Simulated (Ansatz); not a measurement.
## Molecular dynamics, with input and output: TiHCl2F2 (part 1 of 3)

TiHCl2F2, multiplicity 2, computed with UKS PBE-D4/def2-SVP (Ansatz 0.2.0).

It belongs to a series of runs on one base structure; here: dynamics from the highest image of the converged band. Figures and captions count atoms from 1; the log counts them from 0 in places.

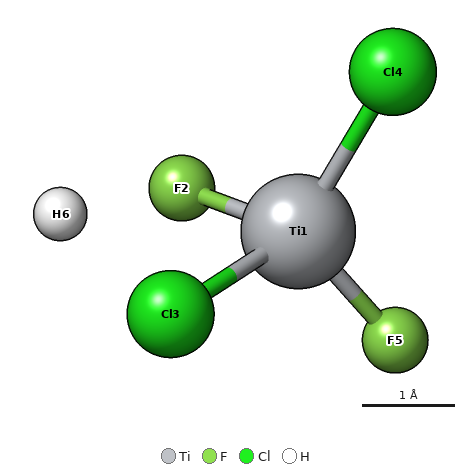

Fig. 1: The structure as given in the input (ball-and-stick view, seen at a tilt; atoms are numbered from 1 in the order of the input). Sticks mark near contacts. Bond lengths as drawn: Cl–Ti 2.19 to 2.20 Å and F–Ti 1.74 to 1.84 Å.

## Key numbers

```json
{"quantity": "outcome", "value": "finished"}
{"quantity": "mean temperature over the second half", "value": "981 K"}
{"quantity": "trajectory", "value": "200 steps, 100 fs"}
{"quantity": "ensemble", "value": "nve"}
{"quantity": "temperature in the input", "value": "100.0 K"}
{"quantity": "time step", "value": "0.5 fs"}
{"quantity": "potential energy (last step)", "value": "−53579.9856 eV"}
{"quantity": "mean-field energy (last step)", "value": "−53579.8319 eV"}
{"quantity": "⟨S²⟩ (last step)", "value": "0.754"}
{"quantity": "largest force (length of the vector) (last step)", "value": "1.495 eV/Å"}
{"quantity": "hardware", "value": "4 threads of Arm Neoverse V2, 24 GiB of memory available, shared host"}
{"quantity": "wall time", "value": "6.8 min (CPU time 26 min)"}
{"quantity": "peak memory", "value": "0.26 GiB"}
```

## Notes

So short a trajectory is not equilibrated.

## The input
```yaml
crystal:
  periodic: [false, false, false]
  atoms:
    - { symbol: Ti, position_ang: [-0.199898, 0.027404, 0.040983] }
    - { symbol: F, position_ang: [-0.346574, 0.096679, 1.870912] }
    - { symbol: Cl, position_ang: [1.990671, -0.109723, 0.002468] }
    - { symbol: Cl, position_ang: [-0.962366, 1.852352, -0.904574] }
    - { symbol: F, position_ang: [-0.937373, -1.433274, -0.552503] }
    - { symbol: H, position_ang: [0.712241, 0.007162, 2.734917] }
magnetization:
  spin_polarized: true
  initial_magnetization: 1
basis:
  gaussian: { orbitals: def2-SVP }
hamiltonian:
  xc: pbe
  dispersion: d4
md:
  timestep: 0.5
  n_steps: 200
  ensemble: nve
  temperature: 100.0
  initial_velocities: maxwell_boltzmann
  seed: 8191
```

Run as:
```bash
ansatz run input.yaml --threads 4 --pin off --max-ram 5120MiB --backend cpu --events-out ev --progress --plain --runs-dir out
```

## The program's output
```
Engine: ansatz 0.2.0, aarch64-unknown-linux-gnu
Functional definition: PBE
  parameter kappa = 0.804
  parameter beta = 0.06672455060314922
  exchange = pbe_x(kappa = kappa, mu = beta*pi^2/3)
  correlation = pbe_c(beta = beta)
1124 factors; their error is unknown
mean field evaluation 1: about -53574.2325 eV, gradient 3.1e1 eV
mean field evaluation 2: about -53525.9177 eV, gradient 9.2e1 eV
mean field evaluation 4: about -53578.5360 eV, gradient 1.0e1 eV
mean field evaluation 8: about -53579.2320 eV, gradient 7.6e-1 eV
mean field evaluation 16: about -53579.1844 eV, gradient 2.2e-2 eV
mean field evaluation 32: about -53578.9137 eV, gradient 2.6e0 eV
mean field -53579.18442126 eV, -1968.9987102056 hartree, gradient 2.8e-5 eV, S^2 0.757273; 5 other end points of the search recorded, 0 dependent functions left out
the calculation of the forces begins
reference -53579.18451803 eV, -1968.9987137619 hartree; 38, 37 occupied and 62, 63 virtual orbitals, 1124 factors
md step     0: t =     0.00 fs  T =   100.0 K  F+E_penalty+E_count = -53579.35403421 eV  E_kin = 0.051704 eV  conserved = -53579.30233021 eV  (102 SCF iters)
these checks for a lower state are left out or cut short: starts, cluster_reference, orbital_swaps, neighbouring_geometries, increment
1124 factors; their error is unknown
mean field -53579.18430551 eV, -1968.9987059520 hartree, gradient 1.9e-5 eV, S^2 0.757317; 0 other end points of the search recorded, 0 dependent functions left out
the calculation of the forces begins
reference -53579.18440229 eV, -1968.9987095086 hartree; 38, 37 occupied and 62, 63 virtual orbitals, 1124 factors
md step     1: t =     0.50 fs  T =    99.7 K  F+E_penalty+E_count = -53579.35389233 eV  E_kin = 0.051563 eV  conserved = -53579.30232960 eV  (30 SCF iters)
[... from here on the SCF iterations and repeated set-up lines of each step are left out, up to the last step ...]
md step     2: t =     1.00 fs  T =    98.8 K  F+E_penalty+E_count = -53579.35339925 eV  E_kin = 0.051071 eV  conserved = -53579.30232861 eV  (30 SCF iters)
md step     3: t =     1.50 fs  T =    97.2 K  F+E_penalty+E_count = -53579.35256885 eV  E_kin = 0.050242 eV  conserved = -53579.30232731 eV  (30 SCF iters)
md step     4: t =     2.00 fs  T =    95.0 K  F+E_penalty+E_count = -53579.35142023 eV  E_kin = 0.049095 eV  conserved = -53579.30232571 eV  (31 SCF iters)
md step     5: t =     2.50 fs  T =    92.2 K  F+E_penalty+E_count = -53579.34997697 eV  E_kin = 0.047653 eV  conserved = -53579.30232367 eV  (31 SCF iters)
md step     6: t =     3.00 fs  T =    88.9 K  F+E_penalty+E_count = -53579.34826734 eV  E_kin = 0.045946 eV  conserved = -53579.30232164 eV  (31 SCF iters)
md step     7: t =     3.50 fs  T =    85.1 K  F+E_penalty+E_count = -53579.34632237 eV  E_kin = 0.044003 eV  conserved = -53579.30231943 eV  (30 SCF iters)
md step     8: t =     4.00 fs  T =    81.0 K  F+E_penalty+E_count = -53579.34417616 eV  E_kin = 0.041859 eV  conserved = -53579.30231709 eV  (31 SCF iters)
md step     9: t =     4.50 fs  T =    76.5 K  F+E_penalty+E_count = -53579.34186498 eV  E_kin = 0.039550 eV  conserved = -53579.30231470 eV  (31 SCF iters)
md step    10: t =     5.00 fs  T =    71.8 K  F+E_penalty+E_count = -53579.33942650 eV  E_kin = 0.037114 eV  conserved = -53579.30231223 eV  (30 SCF iters)
md step    11: t =     5.50 fs  T =    66.9 K  F+E_penalty+E_count = -53579.33689943 eV  E_kin = 0.034590 eV  conserved = -53579.30230973 eV  (30 SCF iters)
md step    12: t =     6.00 fs  T =    61.9 K  F+E_penalty+E_count = -53579.33432276 eV  E_kin = 0.032016 eV  conserved = -53579.30230726 eV  (29 SCF iters)
md step    13: t =     6.50 fs  T =    56.9 K  F+E_penalty+E_count = -53579.33173529 eV  E_kin = 0.029430 eV  conserved = -53579.30230484 eV  (30 SCF iters)
md step    14: t =     7.00 fs  T =    52.0 K  F+E_penalty+E_count = -53579.32917505 eV  E_kin = 0.026873 eV  conserved = -53579.30230251 eV  (30 SCF iters)
md step    15: t =     7.50 fs  T =    47.2 K  F+E_penalty+E_count = -53579.32667882 eV  E_kin = 0.024379 eV  conserved = -53579.30230022 eV  (30 SCF iters)
md step    16: t =     8.00 fs  T =    42.5 K  F+E_penalty+E_count = -53579.32428191 eV  E_kin = 0.021984 eV  conserved = -53579.30229811 eV  (30 SCF iters)
md step    17: t =     8.50 fs  T =    38.1 K  F+E_penalty+E_count = -53579.32201746 eV  E_kin = 0.019721 eV  conserved = -53579.30229618 eV  (26 SCF iters)
md step    18: t =     9.00 fs  T =    34.1 K  F+E_penalty+E_count = -53579.31991622 eV  E_kin = 0.017622 eV  conserved = -53579.30229443 eV  (26 SCF iters)
md step    19: t =     9.50 fs  T =    30.4 K  F+E_penalty+E_count = -53579.31800631 eV  E_kin = 0.015713 eV  conserved = -53579.30229287 eV  (26 SCF iters)
md step    20: t =    10.00 fs  T =    27.1 K  F+E_penalty+E_count = -53579.31631288 eV  E_kin = 0.014021 eV  conserved = -53579.30229150 eV  (26 SCF iters)
md step    21: t =    10.50 fs  T =    24.3 K  F+E_penalty+E_count = -53579.31485796 eV  E_kin = 0.012568 eV  conserved = -53579.30229034 eV  (27 SCF iters)
md step    22: t =    11.00 fs  T =    22.0 K  F+E_penalty+E_count = -53579.31366024 eV  E_kin = 0.011371 eV  conserved = -53579.30228939 eV  (26 SCF iters)
md step    23: t =    11.50 fs  T =    20.2 K  F+E_penalty+E_count = -53579.31273498 eV  E_kin = 0.010446 eV  conserved = -53579.30228866 eV  (26 SCF iters)
md step    24: t =    12.00 fs  T =    19.0 K  F+E_penalty+E_count = -53579.31209392 eV  E_kin = 0.009806 eV  conserved = -53579.30228815 eV  (26 SCF iters)
md step    25: t =    12.50 fs  T =    18.3 K  F+E_penalty+E_count = -53579.31174517 eV  E_kin = 0.009457 eV  conserved = -53579.30228776 eV  (30 SCF iters)
md step    26: t =    13.00 fs  T =    18.2 K  F+E_penalty+E_count = -53579.31169361 eV  E_kin = 0.009406 eV  conserved = -53579.30228768 eV  (29 SCF iters)
md step    27: t =    13.50 fs  T =    18.7 K  F+E_penalty+E_count = -53579.31194034 eV  E_kin = 0.009653 eV  conserved = -53579.30228782 eV  (30 SCF iters)
md step    28: t =    14.00 fs  T =    19.7 K  F+E_penalty+E_count = -53579.31248326 eV  E_kin = 0.010195 eV  conserved = -53579.30228815 eV  (30 SCF iters)
md step    29: t =    14.50 fs  T =    21.3 K  F+E_penalty+E_count = -53579.31331713 eV  E_kin = 0.011028 eV  conserved = -53579.30228866 eV  (29 SCF iters)
md step    30: t =    15.00 fs  T =    23.5 K  F+E_penalty+E_count = -53579.31443376 eV  E_kin = 0.012144 eV  conserved = -53579.30228933 eV  (30 SCF iters)
md step    31: t =    15.50 fs  T =    26.2 K  F+E_penalty+E_count = -53579.31582244 eV  E_kin = 0.013532 eV  conserved = -53579.30229015 eV  (30 SCF iters)
md step    32: t =    16.00 fs  T =    29.4 K  F+E_penalty+E_count = -53579.31747022 eV  E_kin = 0.015179 eV  conserved = -53579.30229107 eV  (29 SCF iters)
md step    33: t =    16.50 fs  T =    33.0 K  F+E_penalty+E_count = -53579.31936252 eV  E_kin = 0.017070 eV  conserved = -53579.30229206 eV  (29 SCF iters)
md step    34: t =    17.00 fs  T =    37.1 K  F+E_penalty+E_count = -53579.32148363 eV  E_kin = 0.019191 eV  conserved = -53579.30229309 eV  (31 SCF iters)
md step    35: t =    17.50 fs  T =    41.6 K  F+E_penalty+E_count = -53579.32381747 eV  E_kin = 0.021523 eV  conserved = -53579.30229408 eV  (31 SCF iters)
md step    36: t =    18.00 fs  T =    46.5 K  F+E_penalty+E_count = -53579.32634849 eV  E_kin = 0.024054 eV  conserved = -53579.30229497 eV  (31 SCF iters)
md step    37: t =    18.50 fs  T =    51.8 K  F+E_penalty+E_count = -53579.32906269 eV  E_kin = 0.026767 eV  conserved = -53579.30229570 eV  (31 SCF iters)
md step    38: t =    19.00 fs  T =    57.4 K  F+E_penalty+E_count = -53579.33194893 eV  E_kin = 0.029653 eV  conserved = -53579.30229627 eV  (31 SCF iters)
md step    39: t =    19.50 fs  T =    63.3 K  F+E_penalty+E_count = -53579.33499998 eV  E_kin = 0.032704 eV  conserved = -53579.30229637 eV  (31 SCF iters)
md step    40: t =    20.00 fs  T =    69.5 K  F+E_penalty+E_count = -53579.33821486 eV  E_kin = 0.035919 eV  conserved = -53579.30229601 eV  (31 SCF iters)
md step    41: t =    20.50 fs  T =    76.0 K  F+E_penalty+E_count = -53579.34160023 eV  E_kin = 0.039305 eV  conserved = -53579.30229506 eV  (33 SCF iters)
md step    42: t =    21.00 fs  T =    82.9 K  F+E_penalty+E_count = -53579.34517260 eV  E_kin = 0.042879 eV  conserved = -53579.30229340 eV  (39 SCF iters)
md step    43: t =    21.50 fs  T =    90.3 K  F+E_penalty+E_count = -53579.34896046 eV  E_kin = 0.046670 eV  conserved = -53579.30229092 eV  (39 SCF iters)
md step    44: t =    22.00 fs  T =    98.1 K  F+E_penalty+E_count = -53579.35300658 eV  E_kin = 0.050719 eV  conserved = -53579.30228774 eV  (39 SCF iters)
md step    45: t =    22.50 fs  T =   106.5 K  F+E_penalty+E_count = -53579.35736939 eV  E_kin = 0.055086 eV  conserved = -53579.30228326 eV  (39 SCF iters)
md step    46: t =    23.00 fs  T =   115.8 K  F+E_penalty+E_count = -53579.36212762 eV  E_kin = 0.059850 eV  conserved = -53579.30227713 eV  (38 SCF iters)
md step    47: t =    23.50 fs  T =   125.9 K  F+E_penalty+E_count = -53579.36738823 eV  E_kin = 0.065120 eV  conserved = -53579.30226773 eV  (39 SCF iters)
md step    48: t =    24.00 fs  T =   137.4 K  F+E_penalty+E_count = -53579.37330867 eV  E_kin = 0.071057 eV  conserved = -53579.30225190 eV  (39 SCF iters)
md step    49: t =    24.50 fs  T =   150.7 K  F+E_penalty+E_count = -53579.38013876 eV  E_kin = 0.077913 eV  conserved = -53579.30222584 eV  (39 SCF iters)
md step    50: t =    25.00 fs  T =   166.5 K  F+E_penalty+E_count = -53579.38826792 eV  E_kin = 0.086078 eV  conserved = -53579.30218970 eV  (39 SCF iters)
md step    51: t =    25.50 fs  T =   185.8 K  F+E_penalty+E_count = -53579.39823049 eV  E_kin = 0.096081 eV  conserved = -53579.30214996 eV  (39 SCF iters)
md step    52: t =    26.00 fs  T =   209.9 K  F+E_penalty+E_count = -53579.41064190 eV  E_kin = 0.108527 eV  conserved = -53579.30211461 eV  (37 SCF iters)
md step    53: t =    26.50 fs  T =   239.9 K  F+E_penalty+E_count = -53579.42610729 eV  E_kin = 0.124018 eV  conserved = -53579.30208953 eV  (38 SCF iters)
md step    54: t =    27.00 fs  T =   276.7 K  F+E_penalty+E_count = -53579.44513251 eV  E_kin = 0.143048 eV  conserved = -53579.30208434 eV  (40 SCF iters)
md step    55: t =    27.50 fs  T =   320.8 K  F+E_penalty+E_count = -53579.46797385 eV  E_kin = 0.165848 eV  conserved = -53579.30212537 eV  (40 SCF iters)
md step    56: t =    28.00 fs  T =   371.4 K  F+E_penalty+E_count = -53579.49428342 eV  E_kin = 0.192020 eV  conserved = -53579.30226382 eV  (41 SCF iters)
md step    57: t =    28.50 fs  T =   425.1 K  F+E_penalty+E_count = -53579.52240373 eV  E_kin = 0.219812 eV  conserved = -53579.30259218 eV  (42 SCF iters)
md step    58: t =    29.00 fs  T =   473.7 K  F+E_penalty+E_count = -53579.54815893 eV  E_kin = 0.244921 eV  conserved = -53579.30323824 eV  (43 SCF iters)
md step    59: t =    29.50 fs  T =   501.1 K  F+E_penalty+E_count = -53579.56335027 eV  E_kin = 0.259084 eV  conserved = -53579.30426614 eV  (45 SCF iters, 3 dispersion substeps)
md step    60: t =    30.00 fs  T =   483.9 K  F+E_penalty+E_count = -53579.55557937 eV  E_kin = 0.250214 eV  conserved = -53579.30536564 eV  (122 SCF iters, 3 dispersion substeps)
md step    61: t =    30.50 fs  T =   402.7 K  F+E_penalty+E_count = -53579.51371367 eV  E_kin = 0.208197 eV  conserved = -53579.30551638 eV  (45 SCF iters, 3 dispersion substeps)
md step    62: t =    31.00 fs  T =   268.2 K  F+E_penalty+E_count = -53579.44230396 eV  E_kin = 0.138664 eV  conserved = -53579.30363966 eV  (46 SCF iters, 3 dispersion substeps)
md step    63: t =    31.50 fs  T =   143.1 K  F+E_penalty+E_count = -53579.37451109 eV  E_kin = 0.074013 eV  conserved = -53579.30049835 eV  (42 SCF iters, 3 dispersion substeps)
md step    64: t =    32.00 fs  T =   114.6 K  F+E_penalty+E_count = -53579.35834758 eV  E_kin = 0.059253 eV  conserved = -53579.29909497 eV  (43 SCF iters, 3 dispersion substeps)
md step    65: t =    32.50 fs  T =   219.0 K  F+E_penalty+E_count = -53579.41429815 eV  E_kin = 0.113212 eV  conserved = -53579.30108574 eV  (47 SCF iters, 3 dispersion substeps)
md step    66: t =    33.00 fs  T =   403.7 K  F+E_penalty+E_count = -53579.51303264 eV  E_kin = 0.208738 eV  conserved = -53579.30429496 eV  (45 SCF iters, 3 dispersion substeps)
md step    67: t =    33.50 fs  T =   578.2 K  F+E_penalty+E_count = -53579.60490648 eV  E_kin = 0.298967 eV  conserved = -53579.30593993 eV  (44 SCF iters, 3 dispersion substeps)
md step    68: t =    34.00 fs  T =   685.4 K  F+E_penalty+E_count = -53579.65999647 eV  E_kin = 0.354354 eV  conserved = -53579.30564237 eV  (43 SCF iters, 3 dispersion substeps)
md step    69: t =    34.50 fs  T =   719.6 K  F+E_penalty+E_count = -53579.67659125 eV  E_kin = 0.372065 eV  conserved = -53579.30452670 eV  (41 SCF iters, 3 dispersion substeps)
md step    70: t =    35.00 fs  T =   703.0 K  F+E_penalty+E_count = -53579.66700697 eV  E_kin = 0.363499 eV  conserved = -53579.30350810 eV  (41 SCF iters, 3 dispersion substeps)
md step    71: t =    35.50 fs  T =   660.3 K  F+E_penalty+E_count = -53579.64423848 eV  E_kin = 0.341386 eV  conserved = -53579.30285269 eV  (40 SCF iters, 3 dispersion substeps)
md step    72: t =    36.00 fs  T =   608.6 K  F+E_penalty+E_count = -53579.61714687 eV  E_kin = 0.314651 eV  conserved = -53579.30249551 eV  (42 SCF iters, 3 dispersion substeps)
md step    73: t =    36.50 fs  T =   557.8 K  F+E_penalty+E_count = -53579.59071040 eV  E_kin = 0.288395 eV  conserved = -53579.30231571 eV  (40 SCF iters, 3 dispersion substeps)
md step    74: t =    37.00 fs  T =   513.0 K  F+E_penalty+E_count = -53579.56747836 eV  E_kin = 0.265254 eV  conserved = -53579.30222413 eV  (40 SCF iters, 3 dispersion substeps)
md step    75: t =    37.50 fs  T =   476.9 K  F+E_penalty+E_count = -53579.54876068 eV  E_kin = 0.246592 eV  conserved = -53579.30216918 eV  (41 SCF iters, 3 dispersion substeps)
md step    76: t =    38.00 fs  T =   451.1 K  F+E_penalty+E_count = -53579.53536135 eV  E_kin = 0.233240 eV  conserved = -53579.30212086 eV  (41 SCF iters, 3 dispersion substeps)
md step    77: t =    38.50 fs  T =   437.0 K  F+E_penalty+E_count = -53579.52800617 eV  E_kin = 0.225942 eV  conserved = -53579.30206403 eV  (43 SCF iters, 3 dispersion substeps)
md step    78: t =    39.00 fs  T =   436.3 K  F+E_penalty+E_count = -53579.52758573 eV  E_kin = 0.225598 eV  conserved = -53579.30198793 eV  (42 SCF iters, 3 dispersion substeps)
md step    79: t =    39.50 fs  T =   451.5 K  F+E_penalty+E_count = -53579.53530844 eV  E_kin = 0.233420 eV  conserved = -53579.30188821 eV  (42 SCF iters, 3 dispersion substeps)
md step    80: t =    40.00 fs  T =   485.5 K  F+E_penalty+E_count = -53579.55277594 eV  E_kin = 0.251011 eV  conserved = -53579.30176462 eV  (42 SCF iters, 3 dispersion substeps)
md step    81: t =    40.50 fs  T =   542.2 K  F+E_penalty+E_count = -53579.58197632 eV  E_kin = 0.280346 eV  conserved = -53579.30163049 eV  (42 SCF iters, 3 dispersion substeps)
md step    82: t =    41.00 fs  T =   625.8 K  F+E_penalty+E_count = -53579.62508768 eV  E_kin = 0.323562 eV  conserved = -53579.30152546 eV  (41 SCF iters, 3 dispersion substeps)
md step    83: t =    41.50 fs  T =   739.4 K  F+E_penalty+E_count = -53579.68386476 eV  E_kin = 0.382308 eV  conserved = -53579.30155665 eV  (43 SCF iters, 3 dispersion substeps)
md step    84: t =    42.00 fs  T =   882.1 K  F+E_penalty+E_count = -53579.75805614 eV  E_kin = 0.456084 eV  conserved = -53579.30197249 eV  (45 SCF iters, 3 dispersion substeps)
md step    85: t =    42.50 fs  T =  1041.8 K  F+E_penalty+E_count = -53579.84189144 eV  E_kin = 0.538667 eV  conserved = -53579.30322488 eV  (43 SCF iters, 3 dispersion substeps)
md step    86: t =    43.00 fs  T =  1184.7 K  F+E_penalty+E_count = -53579.91822599 eV  E_kin = 0.612529 eV  conserved = -53579.30569652 eV  (43 SCF iters, 3 dispersion substeps)
md step    87: t =    43.50 fs  T =  1249.5 K  F+E_penalty+E_count = -53579.95480870 eV  E_kin = 0.646061 eV  conserved = -53579.30874804 eV  (48 SCF iters, 3 dispersion substeps)
```
